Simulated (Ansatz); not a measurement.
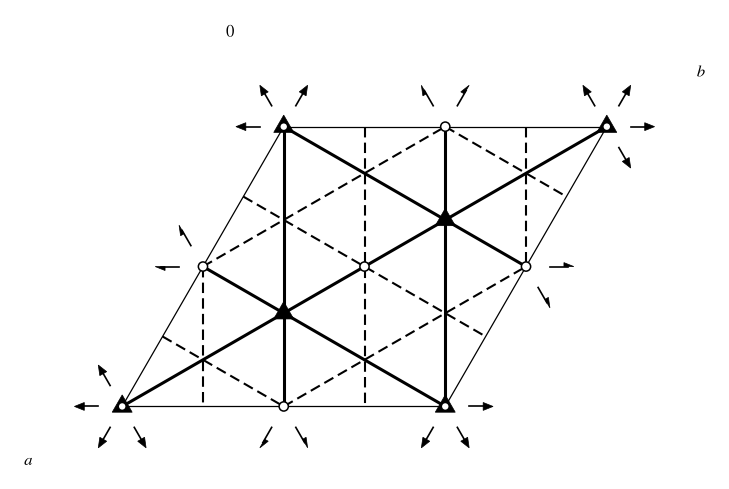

Symmetry elements of a space group, projected down c, computed from the operations of a computed or model structure of composition Ca2BF, which need not be its known form.

Symbols follow the International Tables: origin at the upper left, the third axis towards the viewer; heavy, dashed, dotted, dash-dotted and dash-dot-dot lines are mirror, in-plane glide, out-of-plane glide, diagonal (n; with arrows d) and double (e) glide planes seen edge on; arrows at the rim are 2 (full head) and 2₁ (half head) axes in the plane; the corner sign is a plane parallel to the page; fractions are heights. Handed screw axes carry their printed symbol instead of tails.

**Give the Hermann–Mauguin symbol and number.**

P-3m1, No. 164; primitive trigonal (hexagonal lattice), point group -3m, 12 general positions a cell.

**List the elements shown.**

−3 axes along c at (0, 0); 3 axes along c at (1/3, 2/3), (2/3, 1/3); inversion centres at (0, 0), (0, 1/2), (1/2, 0), (1/2, 1/2); mirror planes holding c and [1 2 0] or [2 1 0] or [−1 1 0]; in-plane glide planes holding c and [1 2 0] or [2 1 0] or [−1 1 0]; 2 axes along [1 1 0] at height 0; 2 axes along a at height 0; 2 axes along b at height 0; 2₁ axes along [1 1 0] at height 0; 2₁ axes along a at height 0; 2₁ axes along b at height 0. Heights repeat every half period; positions are (a, b) fractions, modulo 1.
